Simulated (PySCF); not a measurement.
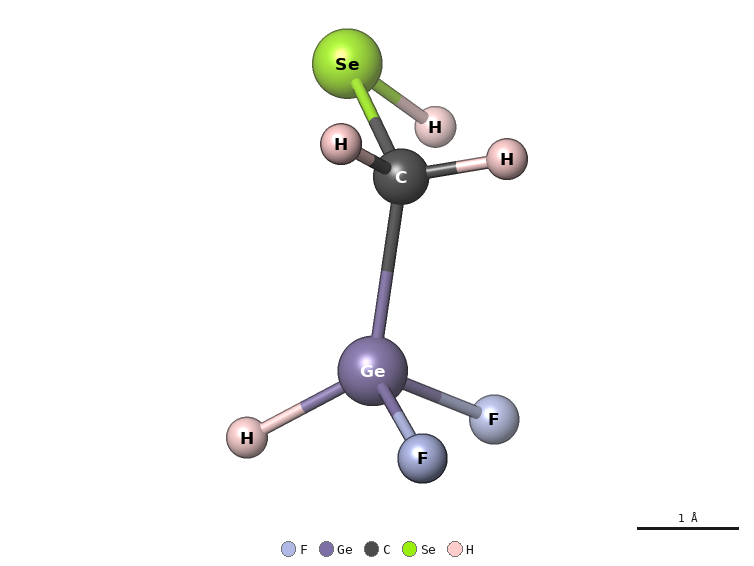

Depth is shown by fading: the farther an atom, the more it takes the colour of the background. The geometry was computed by an optimisation with GFN2-xTB. No frequency run is at hand to confirm it as a minimum. Masses are those of the most abundant isotopes; constants are for the rigid equilibrium geometry.

> Classify the rotor and give the rotational constants (cm⁻¹).

An asymmetric top (C1): A = 0.177, B = 0.0261, C = 0.0241 cm⁻¹. Ray's parameter κ is −0.97, close to the prolate limit.
